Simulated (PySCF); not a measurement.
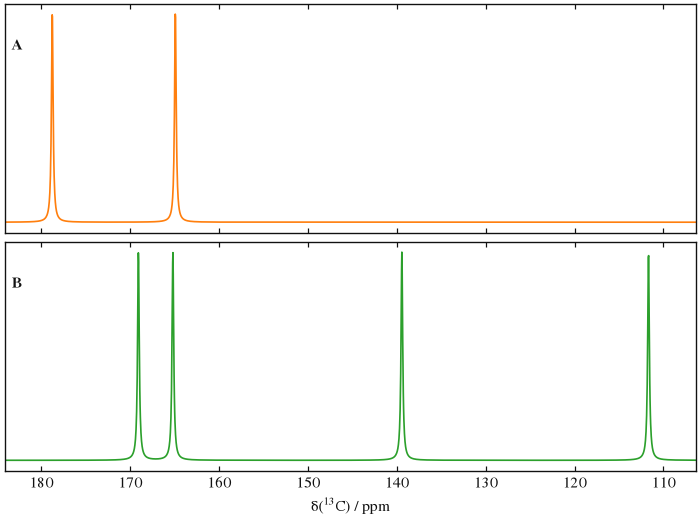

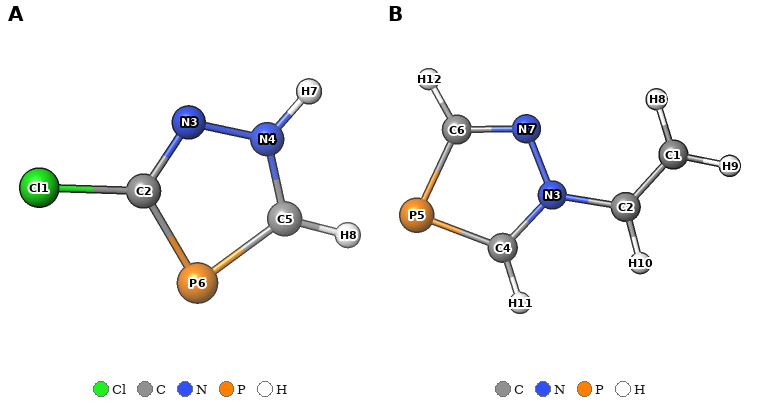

Related molecules: A is C₂H₂ClN₂P, SMILES Clc1n[nH]cp1; B is C₄H₅N₂P, SMILES C=Cn1cpcn1. GIAO ¹³C shifts against TMS, PBE0/pcSseg-1 in PySCF 2.14.0, at a GFN2-xTB geometry (no frequency check); fully decoupled, line heights follow the number of nuclei within a panel, widths are arbitrary (no quadrupolar broadening); values of one conformer, averaged over methyl-type rotors and exact or near symmetry; other conformers aren't averaged in.

Assign the ¹³C signals of each molecule.

A: 178.8 (C2); 164.9 (C5)
B: 169.1 (C6); 165.2 (C4); 139.4 (C2); 111.7 (C1)

Limits of at least one run: the tight-binding geometry is rougher than a DFT one and adds to the error.
